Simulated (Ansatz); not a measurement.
# Lattice dynamics of Cs3As (model cell, started as anti-ReO3 type), part 2 of 2

Aim: the vibrations of Cs3As (model cell, started as anti-ReO3 type), their spectra, and whether the structure is stable.

Ansatz 0.2.0; DFT PBEsol, scalar-relativistic, plane waves, PAW.

So far. Step 3 (Relaxation): Little changed from the start: no atom moved by 0.005 Å and no cell edge by 0.1 %.

The structure was built from a prototype and need not be the compound's stable phase.

### 4. Relaxing to small forces for the phonons (continued)

Relaxation path:

```csv
step,energy less that of the first step (eV),largest force component (eV/Å),pressure (GPa),volume (Å³)
1,0.0000,0.0000,0.03,355.98
2,-0.0001,0.0000,0.02,356.43
3,-0.0001,0.0000,0.00,357.73
4*,-0.0001,0.0000,0.00,357.73
```

Relaxation steps marked * repeat the geometry before them on a plane-wave basis chosen anew for their cell, so energy and pressure can jump there.

The run keeps the 48 symmetry operations that it works with, so distortions that break them were not tested.

```csv
"conventional cell, symmetrised",before,after,change
a (Å),7.087,7.099,+0.2 %
b (Å),7.087,7.099,+0.2 %
c (Å),7.087,7.099,+0.2 %
volume (Å³/atom),88.99,89.43,+0.5 %
```

This step gave:

- pressure: 4.93e-5 GPa
- volume per atom: 89.43 Å³

The forces vanish by symmetry and the pressure is 0.000 GPa, within the tolerances set. The cell now holds 89.43 Å³/atom.

### 5. Zone-centre response

The zone centre is the only wavevector solved here; it holds the modes that light can see, as far as symmetry allows. No field response is asked, since the mesh shows no gap.

The input, input.yaml:

```yaml
crystal:
  lattice:
    - [7.0987777481, 0.0, 0.0]
    - [0.0, 7.0987777481, 0.0]
    - [0.0, 0.0, 7.0987777481]
  atoms:
    - { symbol: As, position: [0.0, 0.0, 0.0] }
    - { symbol: Cs, position: [0.5, 0.0, 0.0] }
    - { symbol: Cs, position: [0.0, 0.5, 0.0] }
    - { symbol: Cs, position: [0.0, 0.0, 0.5] }
kpoints:
  mp_grid: { grid: [6, 6, 6] }
hamiltonian:
  xc: pbesol
scf:
  occupations: { method: methfessel_paxton, width: 0.15 }
output:
  eigenvalues: true
phonons:
  method: dfpt
```

Launch:

```sh
ansatz run input.yaml --threads 4 --pin off --max-ram 7168MiB --backend cpu --events-out ev --progress --plain --runs-dir out
```

Numbers of over 12 decimals in the logs are rounded to 6 here.

Log:

```text
zone centre: on kpoints.mp_grid the ground state, and the responses unless they are solved on pairs of k-points, stand on 64 of the mesh's 216 k-points, reduced under 8 symmetry operations, with k and −k counted as one. Each operation leaves every solved displacement unchanged or reverses it
[...]
Crystal: 4 atoms, lattice volume = 357.726 Å³
Basis set: ecut = 420 eV, 6979 PW (Γ), exchange–correlation on 96×96×96 points (8 copies of the dense FFT grid, shifted against one another)
Bands: 26, of which v1, the nominal top of the filled ones, is band 21 counted from 1 (20 counted from 0)
Symmetry: 48 space group operations
k-points: 64 of 216 (irreducible under 8 space group operations)
[...]
SCF iter   1: F=—  HF=-21570.932963 eV  |F-HF|=—  |Δ(HF+E_count)|=         —  Δρ=1.72e-3  dr2=3.07e-2  ethr=1.77e-3  ⟨swp⟩=7.3  Hψ=7710  notcnv=0
[...]
SCF iter  10: F=-21570.931277 eV  HF=-21570.931277 eV  |F-HF|=1.09e-11  |Δ(HF+E_count)|=  6.18e-11  S|Δr|=    0.00e0  Δρ=5.63e-8  dr2=8.77e-12  ethr=1.00e-12  ⟨swp⟩=6.3  Hψ=9949  notcnv=0
SCF 1 converged in 10 iterations: F = -21570.931277 eV  dr2 = 8.77e-12
[...]
DFPT response loops at Γ: preconditioner auto → none (partly filled bands, converged f_vac=0.365); β = 0.50; Broyden in place of MSR1
SCF converged after 10 iterations
[...]
Free energy (F): -21570.931277 eV
[...]
Internal energy: -21570.923118 eV  (E = F + TS)
E sigma→0 (E₀):  -21570.929237 eV
Entropy (-TS):   -0.008159 eV (-2.040 meV/atom)
Fermi energy:    2.398659 eV
[...]
--- Band table (eV; the first three rows and the last of 64) ---
  k-point 0: bands = [... 17 lower, -6.3945, 1.7133, 2.4623, 2.4623, 2.4623, 3.6780, 3.6780, 4.2842, ... 1 higher]
  k-point 1: bands = [... 17 lower, -6.2652, 1.7458, 2.2775, 2.4270, 2.4270, 3.6053, 3.8025, 4.3140, ... 1 higher]
  k-point 2: bands = [... 17 lower, -6.0525, 1.5830, 2.3109, 2.3628, 2.3628, 3.2400, 4.1374, 4.3403, ... 1 higher]
  k-point 63: bands = [... 17 lower, -5.4610, 1.2839, 1.2839, 1.2839, 3.0603, 4.1358, 4.1358, 4.1358, ... 1 higher]
--- Phonons (Γ-DFPT): 3 representative perturbations + reference, on 64 of 216 k-points (Σ response iterations 9) ---
  k mesh reduced under 8 symmetry operations, with k and −k counted as one. Each operation leaves every solved displacement unchanged or reverses it
  ASR residual: 1.294e-4 → 0.000e0 eV/Å²; symmetrization residual: 4.762e-6 eV/Å²
  ASR residual per site (eV/Å²): 1.29e-4 6.12e-6 6.12e-6 6.12e-6
  Γ frequencies (cm⁻¹): 0.00 0.00 0.00 11.64 11.64 11.64 27.34 27.34 27.34 88.50 88.50 88.50
  non-analytic LO–TO correction: not included (Born effective charges unavailable; polar crystals: no LO–TO splitting at Γ)
```

Run time: 55 s. Hardware: 4 threads of Arm Neoverse V2, shared host; peak memory 2.6 GiB; 3.6 min of CPU time.

The column dr2 measures how far the density is from self-consistency, as an energy; F and HF (Harris–Foulkes) agree once it is small.

Numbers from this step:

- sum-rule residual before enforcement: 1.29e-4 eV/Å²
- point group: m-3m
- highest optical mode at the zone centre (no LO-TO term): 88.5 cm⁻¹
- lowest optical zone-centre mode: 11.64 cm⁻¹

Patterns of degenerate modes are one choice out of their space. Modes at Γ, with each element's share of the kinetic energy:

```csv
mode,frequency (cm⁻¹),symmetry,As %,Cs %
1,0.0,acoustic,16,84
2,0.0,acoustic,16,84
3,0.0,acoustic,16,84
4,11.6,T2u,0,100
5,11.6,T2u,0,100
6,11.6,T2u,0,100
7,27.3,T1u,31,69
8,27.3,T1u,31,69
9,27.3,T1u,31,69
10,88.5,T1u,53,47
11,88.5,T1u,53,47
12,88.5,T1u,53,47
```

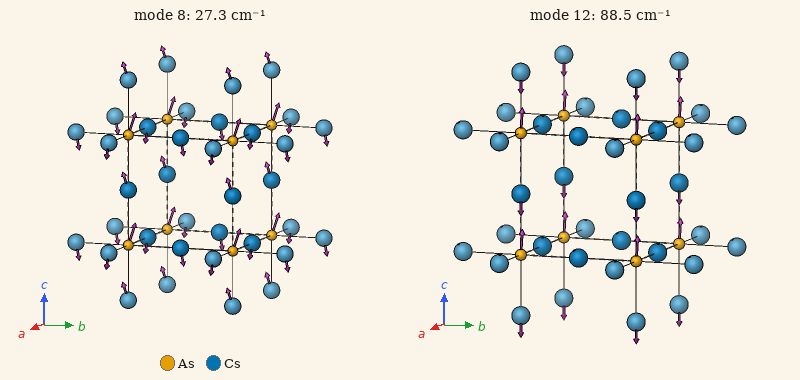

Displacement patterns of modes 8 and 12 at Γ; arrows are exaggerated. Some periodic images of atoms are drawn too.

Before it was imposed, the acoustic sum rule was missed by 1.3e-4 eV/Å². Small misses are needed for a sound result but don't prove that mesh and cutoff are converged. The lowest optical mode is real, 11.6 cm⁻¹.

### 6. What came out

```json
{
 "space group after relaxation (within 0.01 Å)": "Pm-3m",
 "volume per atom": "89.4 Å³",
 "electronic character": "no gap on this mesh",
 "highest optical mode at the zone centre (no LO-TO term)": "88.5 cm⁻¹",
 "lowest optical zone-centre mode": "11.6 cm⁻¹",
 "imaginary modes at Γ (the only wavevector solved)": "none"
}
```

**Reading.** The structure is stable against zone-centre distortions, since no mode there is imaginary; runs at other wavevectors are not part of this account. The optical modes at Γ span 12 to 88 cm⁻¹. The dispersion is not part of this account. With no gap, or one that is small against the smearing, the frequencies hang on the k mesh and the smearing, most of all near Kohn anomalies. An optical mode within 15 cm⁻¹ of zero is at the mercy of small errors in the force constants, and even its sign is uncertain. Spin-orbit coupling is left out, which can matter for the heavy elements here. The starting cell was built on a prototype and not taken from a measurement, so the phase need not exist. These are harmonic frequencies at zero temperature: anharmonic shifts, linewidths and thermal expansion are left out.

[Logs are printed without paths, hosts, clocks, repeated set-up lines and the standing remarks that a program may print on its own settings, such as how far it seeks lower states.]

[Hosts, paths, dates, database ids (printed as entryN), source tags and the programs' standing remarks are cut or masked in the printed files.]
